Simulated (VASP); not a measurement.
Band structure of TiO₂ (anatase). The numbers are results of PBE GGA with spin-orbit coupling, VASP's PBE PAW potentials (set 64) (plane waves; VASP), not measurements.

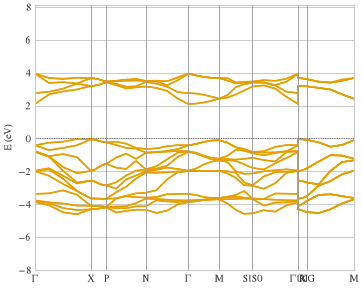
Bands along high-symmetry lines, zero at the valence-band maximum or, without a gap, the Fermi level

Task: Read the plot: is there a gap, and where are the band edges?

Result: The gap is indirect, 2.09 eV, from the valence maximum at (-0.43, 0.43, 0.00) to the conduction minimum at Γ.

The compound is TiO2 in the anatase structure, one of several forms; rutile is the usual stable one. It was relaxed first.
